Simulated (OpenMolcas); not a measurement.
**InSi2H7 (SMILES [SiH3][SiH2][InH2]): a chain of runs**

Wanted: the energy (HF/ANO-R0), then a single-point energy (CASSCF(2,2)/ANO-R1), then an energy scan (CASPT2(2,2)/ANO-R1), then an energy scan (SC-NEVPT2(2,2)/ANO-R1), then an energy scan (MC-PDFT[tPBE](2,2)/ANO-R1) of InSi2H7. 

The results are computed with OpenMolcas 26.06.

## (1) The molecule

InSi2H7 has 10 atoms, charge 0, and is taken as a singlet. SMILES: `[SiH3][SiH2][InH2]`. The coordinates come from a PBE0-D4/def2-TZVP relaxation.

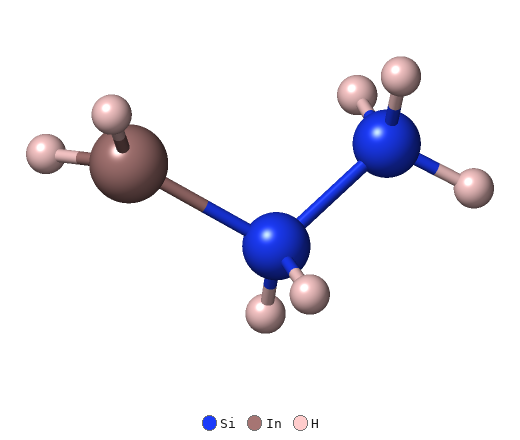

Viewed from a chosen angle; silicon blue, indium brown, hydrogen pink.

## (2) The energy at HF/ANO-R0 (sfX2C) (run 1)

input.xyz

```xyz
10

Si    -1.450900     0.732300    -0.821600
Si     0.023100    -0.982700    -0.222400
In     1.884800    -0.062700     1.293100
H     -2.541100     0.248700    -1.711500
H     -0.707700     1.812100    -1.527500
H     -2.065700     1.320500     0.400500
H     -0.761300    -2.056900     0.451800
H      0.588700    -1.557900    -1.477300
H      1.761400    -0.160900     3.013900
H      3.268800     0.707500     0.601100
```

step1.input

```
* H7InSi2 Hartree-Fock
>>> EXPORT MOLCAS_PRINT=2

&GATEWAY
 Coord=input.xyz
 Basis=ANO-R0
 Group=NoSym

&SEWARD

&SCF
 PrOrbitals=0

&LOCALISATION
 Occupied
 Freeze
 Pipek-Mezey

&LOCALISATION
 FileOrb=$Project.LocOrb
 Virtual
 Pipek-Mezey
```

Started as:

```bash
$ export MOLCAS_MEM=1860
$ pymolcas step1.input > step1.log
```

The log of the run:

```text
--- Start Module: gateway ---
[...]
--- Stop Module: gateway /rc=_RC_ALL_IS_WELL_ ---
[...]
      Basis functions           52
[...]
       Convergence after   9 Iterations
[...]
::    Total SCF energy                              -6460.7764355662
[...]
      Total spin, S                                     0.0000000000
[...]
      Total electronic charge=   84.000000
      Total            charge=   -0.000000
[...]
      Dipole Moment (debye):
      Origin of the operator (angstrom)=    0.9902   -0.0781    0.6696
                   X=  5.1475E-02               Y= -6.3937E-01               Z= -9.6595E-02           Total=  6.4867E-01
      Quadrupole Moment (debye*angstrom):
[...]
--- Start Module: localisation ---
[...]
--- Stop Module: localisation /rc=_RC_ALL_IS_WELL_ ---
--- Start Module: localisation ---
[...]
--- Stop Module: localisation /rc=_RC_ALL_IS_WELL_ ---
[...]
```

It took 4.8 s on 1 thread of Intel Xeon 6975P-C (Granite Rapids), shared host; peak memory 0.41 GiB.

## (3) The energy at CASSCF(2,2)/ANO-R1 (sfX2C, RICD fitting) (run 2)

input.xyz is that of step 2.

step2.inp

```
* H7InSi2 CASSCF
>>> EXPORT MOLCAS_PRINT=2

&GATEWAY
  Coord
  input.xyz
  Basis
  ANO-R0
  Group
  NoSym

&SEWARD

&RASSCF
  FileOrb
  $CurrDir/step1.LocOrb
  Alter
  2
  1 38 42
  1 43 48
  Spin
  1
  Nactel
  2 0 0
  Inactive
  41
  Ras2
  2
  OrbListing
  Nothing
>>> COPY $Project.RunFile RUNFIL1
>>> COPY $Project.RasOrb INPORB

&GATEWAY
  Coord
  input.xyz
  Basis
  ANO-R1
  Group
  NoSym
  RICD

&SEWARD
>>> COPY $Project.RunFile RUNFIL2

&EXPBAS

&RASSCF
  FileOrb
  $Project.ExpOrb
  Spin
  1
  Nactel
  2 0 0
  Inactive
  41
  Ras2
  2
  OrbListing
  Nothing
  OrbAppear
  Compact
```

Started as:

```bash
$ export MOLCAS_MEM=1860
$ pymolcas step2.inp > step2.log
```

The log of the run:

```text
--- Start Module: gateway ---
[...]
      Basis functions           52
[...]
      Number of active orbitals                  2
[...]
      Spin quantum number                      0.0
[...]
      Active orbitals                            2
[...]
      Number of CSFs                             3
[...]
      Number of root(s) required                 1
[...]
      Convergence after 10 iterations
[...]
      printout of CI-coefficients larger than  0.05 for root  1
      energy=   -6460.783851
      conf/sym  11     Coeff  Weight
             1  20   0.99568 0.99138
             3  02  -0.09286 0.00862
      Natural orbitals and occupation numbers for root  1
      sym 1:   1.982753   0.017247
      ************************************************************************************************************************
      *                                                    Final results                                                     *
[...]
::    RASSCF root number  1 Total energy:  -6460.78385137
[...]
      Basis functions          114
[...]
      Convergence after 14 iterations
[...]
      Natural orbitals and occupation numbers for root  1
      sym 1:   1.980988   0.019012
      ************************************************************************************************************************
      *                                                    Final results                                                     *
[...]
::    RASSCF root number  1 Total energy:  -6461.45331557
[...]
      Total electronic charge=   84.000000
      Total            charge=   -0.000000
[...]
      Dipole Moment (debye):
      Origin of the operator (angstrom)=    0.9902   -0.0781    0.6696
                   X= -1.3804E-01               Y= -3.1938E-01               Z= -1.6201E-01           Total=  3.8380E-01
      Quadrupole Moment (debye*angstrom):
[...]
```

It took 21 s on 1 thread of Intel Xeon 6975P-C (Granite Rapids), shared host; peak memory 0.41 GiB.

## (4) An energy scan at CASPT2(2,2)/ANO-R1 (sfX2C, RICD fitting, ipea shift 0.25 Eh, pt2 variant SS) (run 3)

step3.input

```
>>> EXPORT MOLCAS_PRINT=2
>>> COPY $CurrDir/step2.RasOrb $Project.RasOrb
>>> ForEach K in (1, 2, 3, 4, 5, 6, 7, 8, 9)

&GATEWAY
  Coord=$CurrDir/point$K.xyz
  Basis=ANO-R1
  Group=NoSym
  RICD

&SEWARD

&RASSCF
  FileOrb=$Project.RasOrb
  Spin=1
  Nactel=2 0 0
  Inactive=41
  Ras2=2
  OrbListing=Nothing
  OrbAppear=Compact

&CASPT2
  Imaginary=0.2
  Frozen=28
>>> EndDo
```

Started as:

```bash
$ export MOLCAS_MEM=1860
$ pymolcas step3.input > step3.log
```

The log of the run:

```text
[...]
      Basis functions          114
[...]
      Number of active orbitals                  2
[...]
      Spin quantum number                      0.0
[...]
      Active orbitals                            2
[...]
      Number of CSFs                             3
[...]
      Number of root(s) required                 1
[...]
      Convergence after 11 iterations
[...]
      printout of CI-coefficients larger than  0.05 for root  1
      energy=   -6461.442992
      conf/sym  11     Coeff  Weight
             1  20   0.99664 0.99330
             3  02  -0.08186 0.00670
      Natural orbitals and occupation numbers for root  1
      sym 1:   1.986597   0.013403
      ************************************************************************************************************************
      *                                                    Final results                                                     *
[...]
::    RASSCF root number  1 Total energy:  -6461.44299203
[...]
::    CASPT2 Root  1     Total energy:  -6462.05183309
[...]
      Convergence after 11 iterations
[...]
      Natural orbitals and occupation numbers for root  1
      sym 1:   1.980991   0.019009
      ************************************************************************************************************************
      *                                                    Final results                                                     *
[...]
      Convergence after 12 iterations
[...]
      Convergence after 10 iterations
[...]
      Convergence after 11 iterations
[...]
::    RASSCF root number  1 Total energy:  -6461.32298438
[...]
::    CASPT2 Root  1     Total energy:  -6461.92306346
[...]
      Convergence after 11 iterations
[...]
::    RASSCF root number  1 Total energy:  -6461.31862101
[...]
      Reference weight:           0.84042
[...]
::    CASPT2 Root  1     Total energy:  -6461.91815977
[...]
```

Wall time 2.5 min (1 thread of Intel Xeon 6975P-C (Granite Rapids), shared host); peak memory 0.28 GiB.

The scan, from its lowest point:

```
H4–Si1 (Å)  energy (kJ/mol)
     1.339             24.3
     1.488              0.0
     1.637             15.1
     1.860             70.4
     2.158            158.8
     2.530            252.3
     2.976            322.9
     3.571            362.3
     4.464            375.2
```

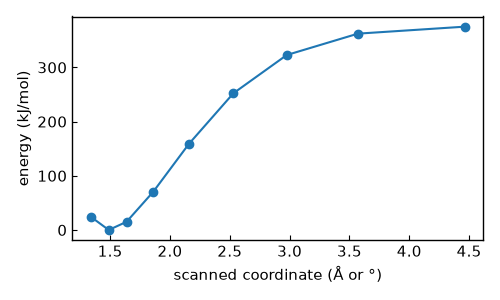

Energy along the scan.

## (5) The energy along one coordinate at SC-NEVPT2(2,2)/ANO-R1 (sfX2C, RICD fitting, pt2 variant SC-NEVPT2) (run 4)

step4.inp

```
>>> COPY $CurrDir/step2.RasOrb $Project.RasOrb
>>> ForEach K in (1, 2, 3, 4, 5, 6, 7, 8, 9)
&GATEWAY
COORD=$CurrDir/point$K.xyz
BASIS=ANO-R1
GROUP=NoSym
RICD
&SEWARD
&RASSCF
FILEORB=$Project.RasOrb
SPIN=1
NACTEL=2 0 0
INACTIVE=41
RAS2=2
ORBLISTING=Nothing
ORBAPPEAR=Compact
&CASPT2
SC-NEVPT2
FROZEN=28
>>> EndDo
```

Started as:

```bash
$ export MOLCAS_MEM=1860
$ pymolcas step4.inp > step4.log
```

The log of the run:

```text
--- Start Module: gateway ---
[...]
      Basis functions          114
[...]
      Number of active orbitals                  2
[...]
      Spin quantum number                      0.0
[...]
      Active orbitals                            2
[...]
      Number of CSFs                             3
[...]
      Number of root(s) required                 1
[...]
      Convergence after 11 iterations
[...]
      printout of CI-coefficients larger than  0.05 for root  1
      energy=   -6461.442992
      conf/sym  11     Coeff  Weight
             1  20   0.99664 0.99330
             3  02  -0.08186 0.00670
      Natural orbitals and occupation numbers for root  1
      sym 1:   1.986597   0.013403
      ************************************************************************************************************************
      *                                                    Final results                                                     *
[...]
::    RASSCF root number  1 Total energy:  -6461.44299203
[...]
::    SC-NEVPT2 Root  1     Total energy:  -6462.04652716
[...]
      Convergence after 11 iterations
[...]
      Natural orbitals and occupation numbers for root  1
      sym 1:   1.980991   0.019009
      ************************************************************************************************************************
      *                                                    Final results                                                     *
[...]
      Convergence after 12 iterations
[...]
      Convergence after 10 iterations
[...]
      Convergence after 11 iterations
[...]
::    RASSCF root number  1 Total energy:  -6461.32298438
[...]
::    SC-NEVPT2 Root  1     Total energy:  -6461.92162679
[...]
      Convergence after 11 iterations
[...]
::    RASSCF root number  1 Total energy:  -6461.31862101
[...]
::    SC-NEVPT2 Root  1     Total energy:  -6461.91702043
[...]
```

Wall time 2.4 min (1 thread of Intel Xeon 6975P-C (Granite Rapids), shared host); peak memory 0.28 GiB.

The scan, from its lowest point:

| H4–Si1 (Å) | energy (kJ/mol) |
| --- | --- |
| 1.339 | 26.0 |
| 1.488 | 0.0 |
| 1.637 | 13.7 |
| 1.860 | 67.5 |
| 2.158 | 154.3 |
| 2.530 | 246.5 |
| 2.976 | 315.8 |
| 3.571 | 353.9 |
| 4.464 | 366.0 |

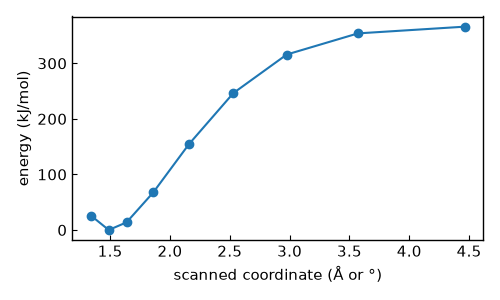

Energy along the scan.

## (6) An energy scan at MC-PDFT[tPBE](2,2)/ANO-R1 (sfX2C, RICD fitting) (run 5)

step5.input

```
>>> EXPORT MOLCAS_PRINT=2
>>> COPY $CurrDir/step2.RasOrb $Project.RasOrb
>>> ForEach K in (1, 2, 3, 4, 5, 6, 7, 8, 9)
&GATEWAY
Coord=$CurrDir/point$K.xyz
Basis=ANO-R1
Group=NoSym
RICD
&SEWARD
&RASSCF
FileOrb=$Project.RasOrb
Spin=1
Nactel=2 0 0
Inactive=41
Ras2=2
OrbListing=Nothing
OrbAppear=Compact
&MCPDFT
KSDFT=T:PBE
>>> EndDo
```

Started as:

```bash
$ export MOLCAS_MEM=1860
$ pymolcas step5.input > step5.log
```

The log of the run:

```text
--- Start Module: gateway ---
[...]
      Basis functions          114
[...]
      Number of active orbitals                  2
[...]
      Spin quantum number                      0.0
[...]
      Active orbitals                            2
[...]
      Number of CSFs                             3
[...]
      Number of root(s) required                 1
[...]
      Convergence after 11 iterations
[...]
      printout of CI-coefficients larger than  0.05 for root  1
      energy=   -6461.442992
      conf/sym  11     Coeff  Weight
             1  20   0.99664 0.99330
             3  02  -0.08186 0.00670
      Natural orbitals and occupation numbers for root  1
      sym 1:   1.986597   0.013403
      ************************************************************************************************************************
      *                                                    Final results                                                     *
[...]
::    RASSCF root number  1 Total energy:  -6461.44299203
[...]
::    MCPDFT root number  1 Total energy:  -6464.61423519
[...]
      Convergence after 11 iterations
[...]
      Natural orbitals and occupation numbers for root  1
      sym 1:   1.980991   0.019009
      ************************************************************************************************************************
      *                                                    Final results                                                     *
[...]
      Convergence after 12 iterations
[...]
      Convergence after 10 iterations
[...]
      Convergence after 11 iterations
[...]
::    RASSCF root number  1 Total energy:  -6461.32298438
[...]
::    MCPDFT root number  1 Total energy:  -6464.48268153
[...]
      Convergence after 11 iterations
[...]
::    RASSCF root number  1 Total energy:  -6461.31862101
[...]
::    MCPDFT root number  1 Total energy:  -6464.47843663
[...]
```

Run time: 2.5 min. Hardware: 1 thread of Intel Xeon 6975P-C (Granite Rapids), shared host; peak memory 0.28 GiB.

The scan, from its lowest point:

| H4–Si1 (Å) | energy (kJ/mol) |
| --- | --- |
| 1.339 | 26.3 |
| 1.488 | 0.0 |
| 1.637 | 13.1 |
| 1.860 | 66.2 |
| 2.158 | 154.0 |
| 2.530 | 250.6 |
| 2.976 | 328.0 |
| 3.571 | 371.7 |
| 4.464 | 382.8 |

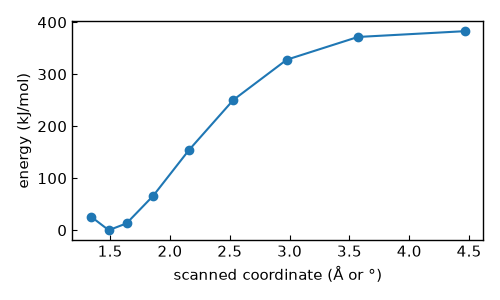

Energy along the scan.

## (7) Outcome

| quantity | value |
| --- | --- |
| run 1, HF/ANO-R0: total energy | -6460.77644 Eh |
| run 1, HF/ANO-R0: dipole moment | 0.65 D |
| run 1, HF/ANO-R0: HOMO energy | -11.60 eV |
| run 1, HF/ANO-R0: LUMO energy | -1.54 eV |
| run 1, HF/ANO-R0: HOMO–LUMO gap | 10.06 eV |
| run 2, CASSCF(2,2)/ANO-R1: total energy | -6461.45332 Eh |
| run 2, CASSCF(2,2)/ANO-R1: dipole moment (CASSCF density) | 0.38 D |
| run 3, CASPT2(2,2)/ANO-R1: lowest energy of the scan | -6462.06107 Eh |
| run 4, SC-NEVPT2(2,2)/ANO-R1: lowest energy of the scan | -6462.05641 Eh |
| run 5, MC-PDFT[tPBE](2,2)/ANO-R1: lowest energy of the scan | -6464.62425 Eh |

**Reading.** Mulliken charges (run 1, HF/ANO-R0) run from -0.35 on H9 to +0.99 on In3; they depend strongly on the basis.
